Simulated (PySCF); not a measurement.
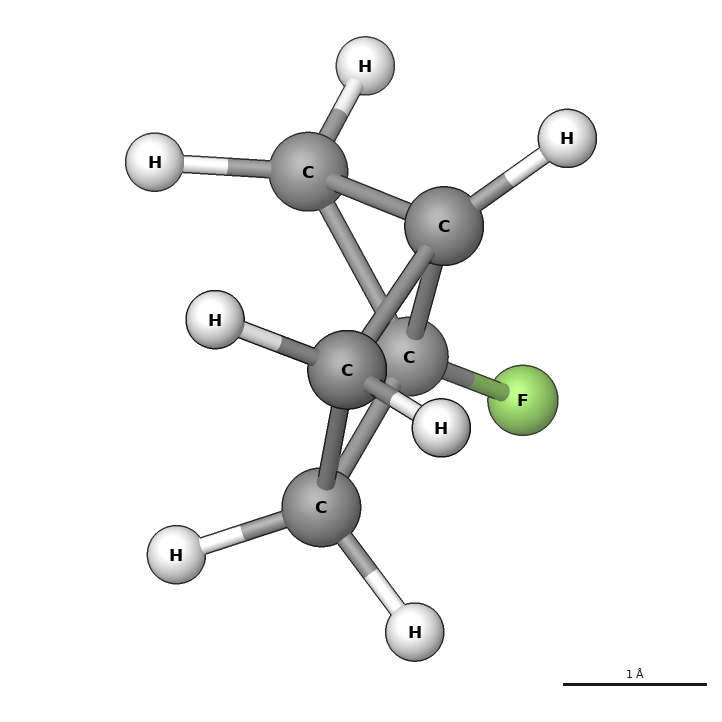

Rendered structure (ball-and-stick style). Every bond is drawn as one stick, whatever its order.

The geometry was computed by an optimisation with PBE0-D3(BJ)/def2-SVP. No frequency run is at hand to confirm it as a minimum.

Give the formula.

C5H7F, 13 atoms: 5 carbon, 7 hydrogen and 1 fluorine.

Name functional groups in it.

Among them: C–F bond.

More results for the same structure follow; atom numbers are the same in all pictures, views and colours differ.

Symmetry

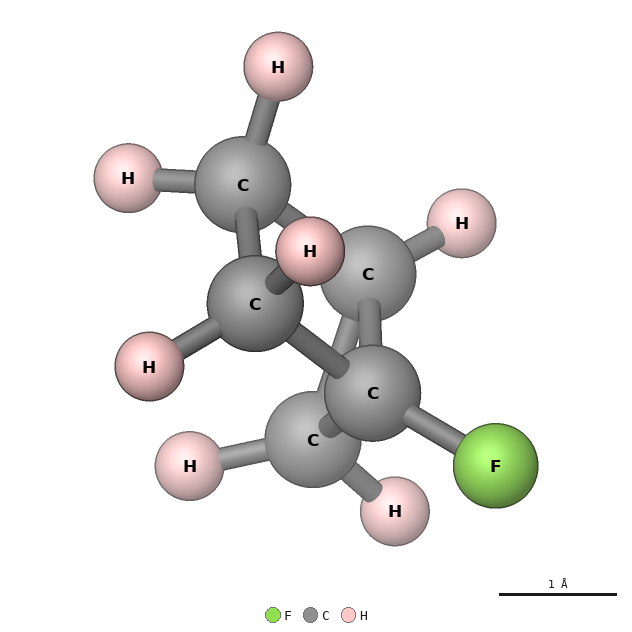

Depth is shown by fading: the farther an atom, the more it takes the colour of the background. No frequency run is at hand to confirm it as a minimum. Masses are those of the most abundant isotopes; constants are for the rigid equilibrium geometry.

Classify the rotor and give the rotational constants (GHz).

An asymmetric top (C1): A = 6.14, B = 3.77, C = 2.95 GHz. Ray's parameter κ is −0.49, nearer the prolate limit.

Ring current

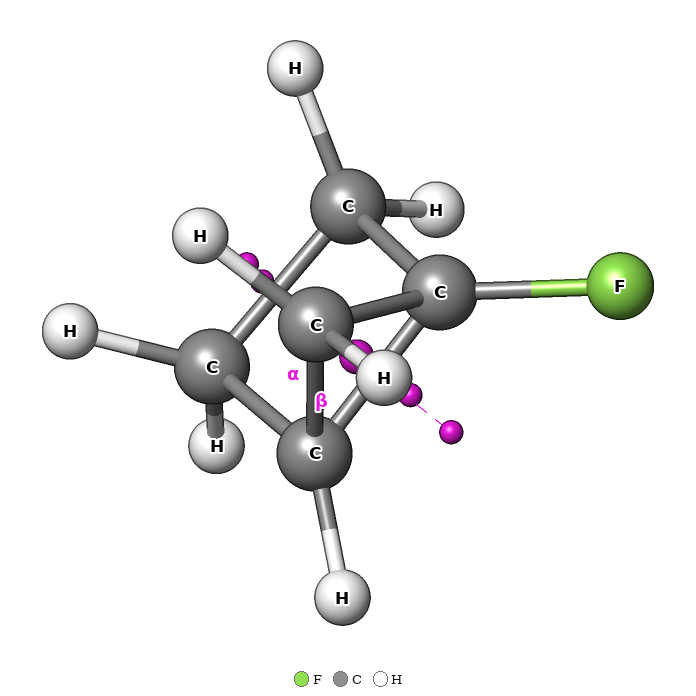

The small points mark where nucleus-independent chemical shifts (NICS) were computed: at the centre of each lettered ring and 1 Å above and below it. No frequency run is at hand to confirm it as a minimum. Level of theory: GIAO PBE0/6-311+G(2d,p) NMR shielding, non-relativistic, gas phase (PySCF 2.14.0).

Give NICS(0), NICS(1) and the out-of-plane component NICS(1)zz for each ring (means of the two sides).

| ring | members | NICS(0) | NICS(1) | NICS(1)zz |
| --- | --- | --- | --- | --- |
| α | C4 | −10.7 | −3.0 | 0.4 |
| β | C3 | −39.8 | −7.2 | −17.3 |

Values in ppm.

Levels of theory compared

No frequency run is at hand to confirm it as a minimum. Program: PySCF 2.14.0.

Compare HOMO energy (eV), dipole (D), HOMO–LUMO gap (eV) at these levels: PBE0/6-311+G(2d,p); PBE0/6-31G*; PBE0/IGLO-III; PBE0/aug-cc-pVDZ; PBE0/cc-pVDZ; PBE0/cc-pVTZ; PBE0/def2-SVP; PBE0/def2-TZVP; PBE0/pcSseg-0; PBE0/pcSseg-2.

| level | HOMO energy (eV) | dipole (D) | HOMO–LUMO gap (eV) |
| --- | --- | --- | --- |
| PBE0/6-311+G(2d,p) | −7.43 | 1.63 | 7.86 |
| PBE0/6-31G* | −7.12 | 1.33 | 9.88 |
| PBE0/IGLO-III | −7.41 | 1.59 | 8.39 |
| PBE0/aug-cc-pVDZ | −7.39 | 1.61 | 7.42 |
| PBE0/cc-pVDZ | −7.25 | 1.34 | 9.26 |
| PBE0/cc-pVTZ | −7.36 | 1.47 | 8.78 |
| PBE0/def2-SVP | −7.37 | 1.42 | 9.35 |
| PBE0/def2-TZVP | −7.39 | 1.53 | 8.84 |
| PBE0/pcSseg-0 | −7.68 | 1.65 | 9.92 |
| PBE0/pcSseg-2 | −7.42 | 1.59 | 8.18 |

NMR shielding

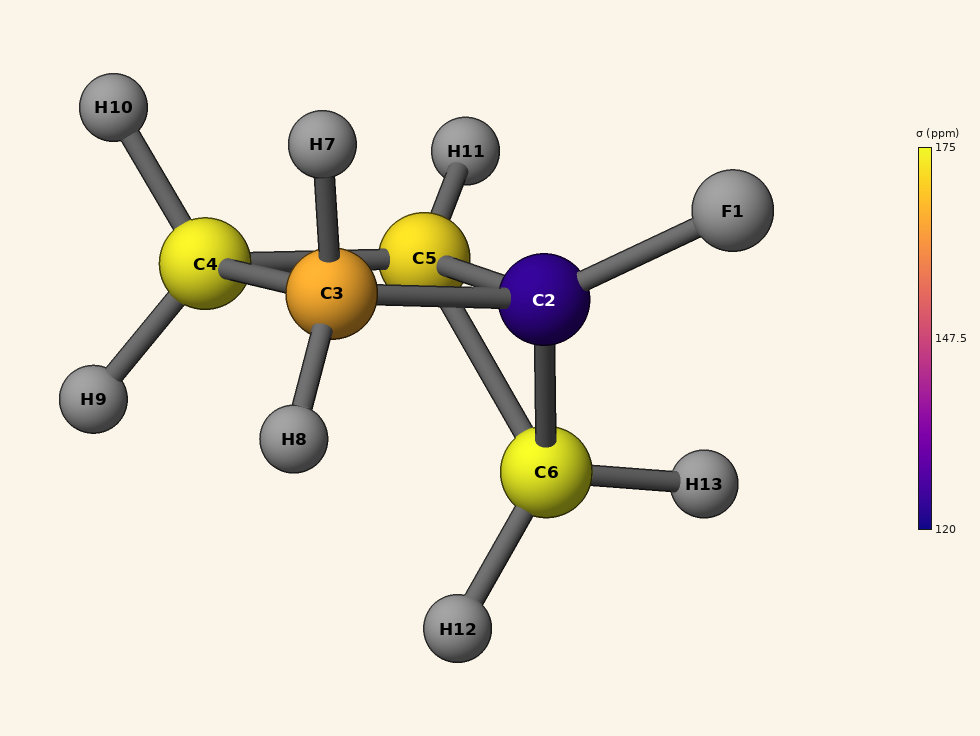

Atoms are coloured by their isotropic NMR shieldings (C only, the others grey). No frequency run is at hand to confirm it as a minimum. Method: GIAO PBE0/6-31G* NMR shielding, non-relativistic, gas phase (PySCF 2.14.0).

Which C atom is the most shielded (lowest chemical shift)?

C6 (174.5 ppm).

Which C atom is the least shielded (highest chemical shift)?

C2 (124.0 ppm).

How wide is the range of C shifts?

50.5 ppm.

Give the isotropic NMR shieldings of the C atoms atom by atom.

```json
{"atom": "C2", "σ (ppm)": "124.0"}
{"atom": "C3", "σ (ppm)": "165.1"}
{"atom": "C4", "σ (ppm)": "173.6"}
{"atom": "C5", "σ (ppm)": "171.6"}
{"atom": "C6", "σ (ppm)": "174.5"}
```
